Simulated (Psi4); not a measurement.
# [NH2]− (SMILES [NH2-]): r2SCAN/aug-cc-pVTZ

Aim: the energy change on altering one bond length of [NH2]− at r2SCAN/aug-cc-pVTZ, from 2 runs. 

Program for the calculation: Psi4 1.11.

1 further run of the same task is left out (it didn't finish).

**1. The system as given**

[NH2]−: 3 atoms, total charge -1, spin state singlet. SMILES: `[NH2-]`. The coordinates come from a PBE0-D4/def2-TZVPD relaxation.

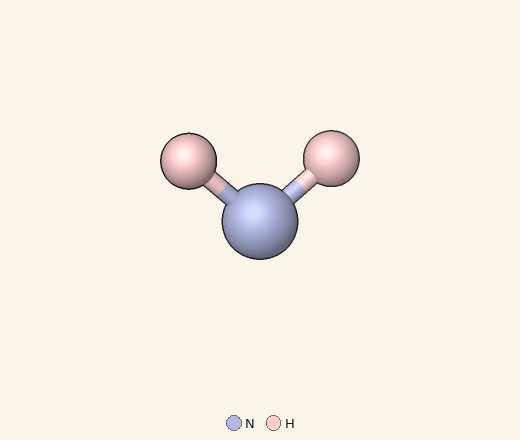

The structure, seen from a chosen angle (nitrogen light blue, hydrogen pink).

**2. The energy at r2SCAN/aug-cc-pVTZ**

The input, h2n.py:

```python
import psi4

psi4.set_memory('1600 MB')
psi4.set_num_threads(1)
psi4.core.set_output_file('output.dat', False)

mol = psi4.geometry("""
-1 1
N      0.64666428    -0.38361440     0.31879680
H      0.23716063     1.51404857     0.29479728
H     -0.88382491    -1.13043417    -0.61359407
units au
symmetry c1
no_reorient
no_com
""")

options = {'basis': 'aug-cc-pVTZ', 'puream': True, 'e_convergence': 1e-09, 'd_convergence': 1e-08, 'scf_type': 'pk', 'dft_radial_points': 99, 'dft_spherical_points': 590}
psi4.set_options(options)

result, w = psi4.energy("R2SCAN", molecule=mol, return_wfn=True)
psi4.oeprop(w, "DIPOLE", "MULLIKEN_CHARGES", "QUADRUPOLE")
print(f'total energy {result:.8f} hartree = {result * 27.211386:.5f} eV')
```

Command:

```
$ python h2n.py
```

output.dat:

```text
[...]
  Running in c1 symmetry.
[...]
  Nuclear repulsion =    7.542852420928848
[...]
  Multiplicity = 1
[...]
  Nalpha       = 5
  Nbeta        = 5
[...]
    Number of basis functions: 92
[...]
   @RKS iter   1:   -55.37680318285108    3.48138e-02   1.14523e-02 DIIS/ADIIS
[...]
   @RKS iter  11:   -55.89176694772299   -1.79057e-12   2.00733e-09 DIIS
[...]
    Orbital Energies [Eh]
    ---------------------
    Doubly Occupied:
       1A    -13.839103     2A     -0.467282     3A     -0.116727
       4A      0.019810     5A      0.089681
[...]
  @RKS Final Energy:   -55.89176694772299
   => Energetics <=
    Nuclear Repulsion Energy =              7.5428524209288481
    One-Electron Energy =                 -93.1959262522293272
    Two-Electron Energy =                  37.5077209424961211
    DFT Exchange-Correlation Energy =      -7.7464140589186359
    Empirical Dispersion Energy =           0.0000000000000000
    VV10 Nonlocal Energy =                  0.0000000000000000
    Total Energy =                        -55.8917669477229921
[...]
 Multipole Moments:
 ------------------------------------------------------------------------------------
     Multipole            Electronic (a.u.)      Nuclear  (a.u.)        Total (a.u.)
 ------------------------------------------------------------------------------------
 L = 1.  Multiply by 2.5417464519 to convert [e a0] to [Debye]
 Dipole X            :         -4.8284435            3.8799857           -0.9484578
 Dipole Y            :          2.8643426           -2.3016864            0.5626562
 Dipole Z            :         -2.3803565            1.9127808           -0.4675757
 Magnitude           :                                                    1.1978236
 L = 2.  Multiply by 1.3450342976 to convert [e a0^2] to [Debye ang]
 Quadrupole XX       :        -14.0254085            3.7646145          -10.2607941
 Quadrupole XY       :          1.2537601           -0.3783095            0.8754505
[...]
  Mulliken Charges: (a.u.)
   Center  Symbol    Alpha    Beta     Spin     Total
       1     N     4.10839  4.10839  0.00000 -1.21678
       2     H     0.44581  0.44581  0.00000  0.10839
       3     H     0.44581  0.44581  0.00000  0.10839
   Total alpha =  5.00000, Total beta =  5.00000, Total charge = -1.00000
```

Standard output:

```text
total energy -55.89176695 hartree = -1520.89244 eV
```

Run time: 38 s. Hardware: 1 thread of Intel Xeon at 2.50GHz (Skylake/Cascade Lake), shared host; peak memory 0.93 GiB.

**3. The distorted shape: energy and gradient at r2SCAN/aug-cc-pVTZ**

The input, h2n.json:

```json
{
 "schema_name": "qcschema_input",
 "schema_version": 1,
 "molecule": {
  "schema_name": "qcschema_molecule",
  "schema_version": 2,
  "symbols": ["N", "H", "H"],
  "geometry": [0.70808794, -0.66825818, 0.32239673, 0.23716063, 1.51404857, 0.29479728, -0.82240125, -1.41507794, -0.60999414],
  "molecular_charge": -1,
  "molecular_multiplicity": 1,
  "fix_symmetry": "c1",
  "fix_com": true,
  "fix_orientation": true
 },
 "driver": "gradient",
 "model": {
  "method": "r2scan",
  "basis": "aug-cc-pVTZ"
 },
 "keywords": {
  "puream": true,
  "e_convergence": 1e-09,
  "d_convergence": 1e-08,
  "scf_type": "pk",
  "dft_radial_points": 99,
  "dft_spherical_points": 590,
  "scf_properties": ["MAYER_INDICES", "LOWDIN_CHARGES", "WIBERG_LOWDIN_INDICES"]
 }
}
```

Command:

```
$ psi4 --qcschema h2n.json -n 1 --memory 1600MB
```

stdout:

```text
[...]
  Running in c1 symmetry.
[...]
  Nuclear repulsion =    7.048926981147347
[...]
  Multiplicity = 1
[...]
  Nalpha       = 5
  Nbeta        = 5
[...]
    Number of basis functions: 92
[...]
   @RKS iter   1:   -55.36822160836888    7.48730e-03   1.12695e-02 DIIS/ADIIS
[...]
   @RKS iter  12:   -55.87981279358740   -4.71800e-12   6.93950e-09 DIIS
[...]
    Orbital Energies [Eh]
    ---------------------
    Doubly Occupied:
       1A    -13.858008     2A     -0.450575     3A     -0.103611
       4A      0.014496     5A      0.087953
[...]
  @RKS Final Energy:   -55.87981279358740
   => Energetics <=
    Nuclear Repulsion Energy =              7.0489269811473472
    One-Electron Energy =                 -92.2271421246471306
    Two-Electron Energy =                  36.9876698363428460
    DFT Exchange-Correlation Energy =      -7.6892674864304649
    Empirical Dispersion Energy =           0.0000000000000000
    VV10 Nonlocal Energy =                  0.0000000000000000
    Total Energy =                        -55.8798127935874049
[...]
 Multipole Moments:
 ------------------------------------------------------------------------------------
     Multipole            Electronic (a.u.)      Nuclear  (a.u.)        Total (a.u.)
 ------------------------------------------------------------------------------------
 L = 1.  Multiply by 2.5417464519 to convert [e a0] to [Debye]
 Dipole X            :         -5.3229700            4.3713750           -0.9515950
 Dipole Y            :          5.2717645           -4.5788366            0.6929279
 Dipole Z            :         -2.3968992            1.9415803           -0.4553189
 Magnitude           :                                                    1.2621400
[...]
  -Total Gradient:
     Atom            X                  Y                   Z
    ------   -----------------  -----------------  -----------------
       1        0.007742867235    -0.066071584318    -0.002791633999
       2       -0.011268085620     0.069293944942     0.001175341518
       3        0.003713505630    -0.003442407453     0.001697468146
[...]
```

The result, in JSON:

```text
{
 "driver": "gradient",
 "model": {
  "method": "r2scan",
  "basis": "aug-cc-pVTZ"
 },
 "success": true,
 "return_result": [0.007742867234786205, -0.06607158431767364, -0.002791633999417467, -0.011268085619651709, 0.0692939449416938, 0.001175341517564884, 0.003713505629516084, -0.003442407453323762, 0.0016974681458278018],
 "properties": {
  "calcinfo_nbasis": 92,
  "calcinfo_nmo": 92,
  "calcinfo_nalpha": 5,
  "calcinfo_nbeta": 5,
  "calcinfo_natom": 3,
  "nuclear_repulsion_energy": 7.048926981147347,
  "return_energy": -55.879812793587405,
  "return_gradient": [0.007742867234786205, -0.06607158431767364, -0.002791633999417467, -0.011268085619651709, 0.0692939449416938, 0.001175341517564884, 0.003713505629516084, -0.003442407453323762, 0.0016974681458278018],
  "scf_one_electron_energy": -92.22714212464713,
  "scf_two_electron_energy": 36.987669836342846,
  "scf_xc_energy": -7.689267486430465,
  "scf_dipole_moment": [-0.951594993656828, 0.6929278963816943, -0.4553189127418724],
  "scf_total_energy": -55.879812793587405,
  "scf_total_gradient": [0.007742867234786205, -0.06607158431767364, -0.002791633999417467, -0.011268085619651709, 0.0692939449416938, 0.001175341517564884, 0.003713505629516084, -0.003442407453323762, 0.0016974681458278018],
  "scf_iterations": 12
 }
}
```

Wall time 54 s (1 thread of Intel Xeon at 2.50GHz (Skylake/Cascade Lake), shared host); peak memory 0.93 GiB.

**4. Results**

At r2SCAN/aug-cc-pVTZ:

| quantity | value |
| --- | --- |
| first shape: total energy | -55.89177 Eh |
| first shape: HOMO energy | 2.44 eV |
| first shape: LUMO energy | 3.84 eV |
| first shape: HOMO–LUMO gap (to an unbound level, set by the basis) | 1.40 eV |
| distorted shape: total energy | -55.87981 Eh |
| distorted shape: HOMO energy | 2.39 eV |
| distorted shape: LUMO energy | 3.80 eV |
| distorted shape: largest force on an atom | 3.611 eV/Å |
| energy change with the N1–H2 bond stretched from 1.027 to 1.181 Å | 0.325 eV |

With the N1–H2 bond stretched from 1.027 to 1.181 Å the energy rises by 0.33 eV (7.5 kcal/mol). The first shape isn't relaxed at this level, so the change isn't measured from a minimum. Mulliken charges (first shape) run from -1.22 on N1 to +0.11 on H2; in a basis this large or diffuse they mean little. The HOMO (first shape) lies at positive energy, 2.44 eV, as semi-local functionals often give for anions; only total energies tell whether the electron is bound. The HOMO (distorted shape) lies at positive energy, 2.39 eV, as semi-local functionals often give for anions; only total energies tell whether the electron is bound.
